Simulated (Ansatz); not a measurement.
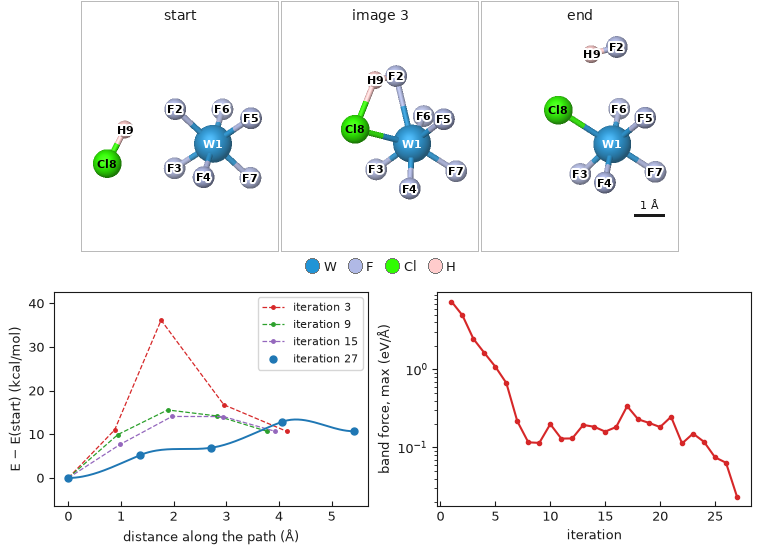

A nudged-elastic-band calculation for WHClF$_{6}$. Images are numbered from 0 (start) to 4 (end). The plot follows the band through its iterations. Style: ball-and-stick. Shown at a tilt.

Method: RKS LDA/def2-SVP (Ansatz).

Input
```yaml
crystal:
  periodic: [false, false, false]
  atoms:
    - { symbol: W, position_ang: [-0.120777, -0.121836, -0.16066] }
    - { symbol: F, position_ang: [0.067328, 0.086047, 1.6773] }
    - { symbol: F, position_ang: [1.707025, -0.138009, -0.333566] }
    - { symbol: F, position_ang: [-0.154165, 1.703925, -0.351373] }
    - { symbol: F, position_ang: [-1.949649, -0.129378, 0.046102] }
    - { symbol: F, position_ang: [-0.11223, -1.948608, 0.063784] }
    - { symbol: F, position_ang: [-0.312321, -0.333069, -1.974278] }
    - { symbol: Cl, position_ang: [2.186245, 2.249494, 1.900667] }
    - { symbol: H, position_ang: [1.330545, 1.383735, 2.369826] }
basis:
  gaussian: { orbitals: def2-SVP }
hamiltonian:
  xc: lda
neb:
  order_check: false
  images: 3
  f_tol: 0.05
  max_iterations: 60
  climbing: false
  final_atoms:
    - { symbol: W, position_ang: [0.31411049, 0.31750555, -0.36458701] }
    - { symbol: F, position_ang: [-0.22944591, -0.19861238, 2.86479923] }
    - { symbol: F, position_ang: [1.85455482, 0.05259366, -1.34287253] }
    - { symbol: F, position_ang: [0.04231371, 1.84342327, -1.36358038] }
    - { symbol: F, position_ang: [-1.26591102, 0.63487978, 0.51339259] }
    - { symbol: F, position_ang: [0.63863629, -1.24999441, 0.53292358] }
    - { symbol: F, position_ang: [-0.62444527, -0.6452319, -1.62564616] }
    - { symbol: Cl, position_ang: [1.4866952, 1.52223177, 1.19830392] }
    - { symbol: H, position_ang: [0.42549268, 0.47550566, 2.82506878] }
  initial_path:
    images:
      - { positions_ang: [[-0.120777, -0.121836, -0.16066], [0.067328, 0.086047, 1.6773], [1.707025, -0.138009, -0.333566], [-0.154165, 1.703925, -0.351373], [-1.949649, -0.129378, 0.046102], [-0.11223, -1.948608, 0.063784], [-0.312321, -0.333069, -1.974278], [2.186245, 2.249494, 1.900667], [1.330545, 1.383735, 2.369826]] }
      - { positions_ang: [[-0.06385839, -0.06503569, -0.073799], [0.05169438, 0.06464896, 1.94466953], [1.77486589, -0.07343743, -0.17832935], [-0.08066036, 1.77259141, -0.19080517], [-1.90311768, -0.06849145, 0.04765935], [-0.05947692, -1.90316829, 0.06007267], [-0.17771017, -0.19229984, -1.9051779], [1.9815656, 2.05080099, 1.34194181], [1.11869866, 1.16669235, 2.19157005]] }
      - { positions_ang: [[-0.00693979, -0.00823538, 0.013062], [0.03606076, 0.04325091, 2.21203906], [1.84270679, -0.00886585, -0.02309269], [-0.00715573, 1.84125783, -0.03023734], [-1.85658636, -0.00760491, 0.0492167], [-0.00672384, -1.85772859, 0.05636135], [-0.04309934, -0.05153067, -1.8360778], [1.77688619, 1.85210797, 0.78321661], [0.90685232, 0.94964969, 2.0133141]] }
      - { positions_ang: [[0.15358535, 0.15463508, -0.17576251], [-0.09669258, -0.07768073, 2.53841915], [1.8486308, 0.0218639, -0.68298261], [0.01757899, 1.84234055, -0.69690886], [-1.56124869, 0.31363744, 0.28130464], [0.31595622, -1.5538615, 0.29464247], [-0.3337723, -0.34838129, -1.73086198], [1.6317907, 1.68716987, 0.99076027], [0.6661725, 0.71257768, 2.41919144]] }
      - { positions_ang: [[0.31411049, 0.31750555, -0.36458701], [-0.22944591, -0.19861238, 2.86479923], [1.85455482, 0.05259366, -1.34287253], [0.04231371, 1.84342327, -1.36358038], [-1.26591102, 0.63487978, 0.51339259], [0.63863629, -1.24999441, 0.53292358], [-0.62444527, -0.6452319, -1.62564616], [1.4866952, 1.52223177, 1.19830392], [0.42549268, 0.47550566, 2.82506878]] }
```

Launched with:
```bash
ansatz run input.yaml --threads 4 --pin off --max-ram 5120MiB --backend cpu --events-out ev --progress --plain --runs-dir out
```

Judge this run.

The run is converged, with reservations. The band converged in 27 iterations. The largest component of the band force went from 7.4 to 0.023 eV/Å. No image climbed, so the highest image needn't lie on the saddle point, and the true maximum along this path can be higher. So few images resolve the path coarsely. The first iteration put the highest image at 131.4 kcal/mol. The highest point, image 3, lies 12.9 kcal/mol above the start and 2.2 kcal/mol above the end; the end is at +10.7 kcal/mol relative to the start.
